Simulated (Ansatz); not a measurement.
**How methods differ on AlH5S (Al(H2S)H3)**

The species is AlH5S (7 atoms), meant as a singlet with charge 0. As SMILES, `[H][Al]([H])([H])<-[SH2]`. Geometry: a GFN2-xTB relaxation, a rough one for these elements and not checked as a minimum.

```tsv
atom	x (Å)	y (Å)	z (Å)
Al	0.1298	-0.2220	-1.0116
S	0.1518	-0.2519	1.4589
H	0.5126	1.0301	1.4853
H	-1.1455	0.0493	1.4764
H	1.6822	-0.1872	-1.1886
H	-0.6661	1.1393	-1.0463
H	-0.6648	-1.5576	-1.1741
```

Quantity: the energy change with the Al1–H5 bond stretched from 1.563 to 1.953 Å, in eV. The values are calculated.

```json
{"level": "HF/STO-3G (restricted)", "kind": "Hartree–Fock", "program": "Ansatz", "value (eV)": "1.72"}
{"level": "SVWN5/STO-3G (restricted)", "kind": "LDA", "program": "Ansatz", "value (eV)": "1.27"}
{"level": "BLYP/STO-3G (restricted)", "kind": "GGA", "program": "Ansatz", "value (eV)": "1.19"}
{"level": "BHLYP/STO-3G (restricted)", "kind": "global hybrid", "program": "Ansatz", "value (eV)": "1.51"}
{"level": "CAM-B3LYP/STO-3G (restricted)", "kind": "range-separated hybrid", "program": "Ansatz", "value (eV)": "1.42"}
{"level": "HSE06/STO-3G (restricted)", "kind": "range-separated hybrid", "program": "Ansatz", "value (eV)": "1.37"}
{"level": "B2PLYP/STO-3G (restricted)", "kind": "double hybrid", "program": "Ansatz", "value (eV)": "1.42"}
{"level": "MP2/STO-3G (restricted)", "kind": "perturbation theory", "program": "Ansatz", "value (eV)": "1.52"}
{"level": "CCSD/STO-3G (restricted)", "kind": "coupled cluster or CI", "program": "Ansatz", "value (eV)": "1.37"}
{"level": "CCSDTQ/STO-3G (restricted)", "kind": "coupled cluster or CI", "program": "Ansatz", "value (eV)": "1.36"}
```

The first shape isn't each level's own minimum. The values span 1.19 to 1.72 eV. All rows use very small basis sets, so even the best lies far from the true value.

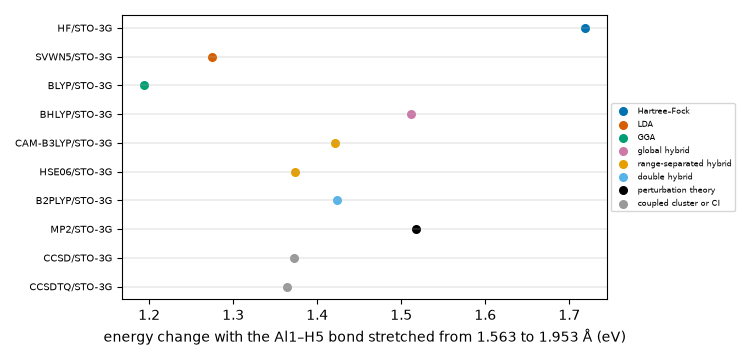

The values of the table, level by level.
